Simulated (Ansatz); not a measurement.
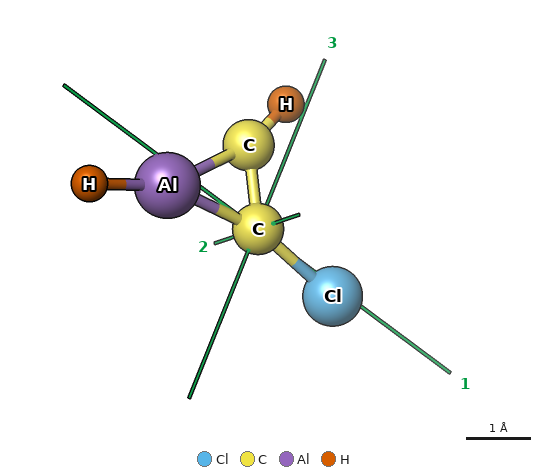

The three principal axes of inertia are drawn and numbered. Depth is shown by fading: the farther an atom, the more it takes the colour of the background. Computed geometry: PBE0-D4/def2-TZVP optimisation. Masses are those of the most abundant isotopes; constants are for the rigid equilibrium geometry.

**Which line is the a axis (least moment of inertia), which b and which c?**

a is line 1, b is line 3, c is line 2; the moments are 26.6, 208, 235 u Å².

**Classify the rotor and give the rotational constants (GHz).**

An asymmetric top (Cs): A = 19.0, B = 2.43, C = 2.15 GHz. Ray's parameter κ is −0.97, close to the prolate limit.
